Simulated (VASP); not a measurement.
Band structure of MgI₂ (1T layered). All values below come from optB86b-vdW, VASP's PBE PAW potentials (set 64) (plane waves; VASP).

Unless said otherwise, spin-orbit coupling is left out, though it shifts the bands of the heavy elements here.

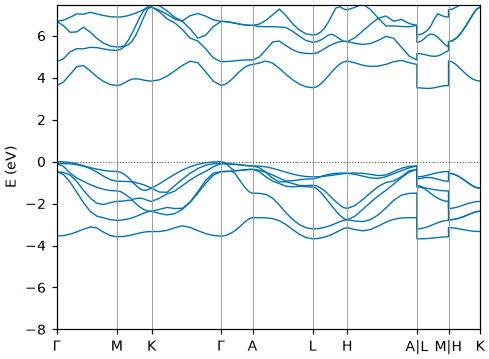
*Bands along high-symmetry lines, zero at the valence-band maximum or, without a gap, the Fermi level*

Question: Read the plot: is there a gap, and where are the band edges?

Answer: The gap is indirect, 3.49 eV, from the valence maximum at Γ to the conduction minimum at L-M at 0.33. (Edges off the drawn lines would not show.)

The compound is MgI2 in the 1T layered structure. It was relaxed first.
